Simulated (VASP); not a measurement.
Band structure of LuPd₃ (space group Pm-3m). Level of theory: PBEsol GGA, VASP's PBE PAW potentials (set 64) (plane waves; VASP).

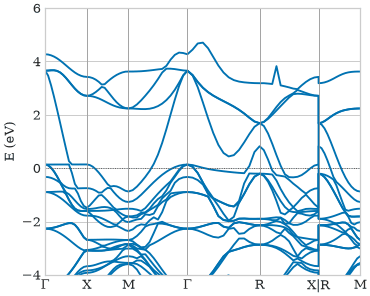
Fig. 1. Bands along high-symmetry lines, zero at the valence-band maximum or, without a gap, the Fermi level

Q: Read the plot: is there a gap, and where are the band edges?

A: It has no gap at this level: it comes out as a metal or semimetal. (Edges off the drawn lines would not show.)

The structure comes from a computed database's LuPd3 entry (Pm-3m); how it stands against other phases isn't given here. It was relaxed first. The electron count is odd and the run is not spin-polarised, which forces a metal.
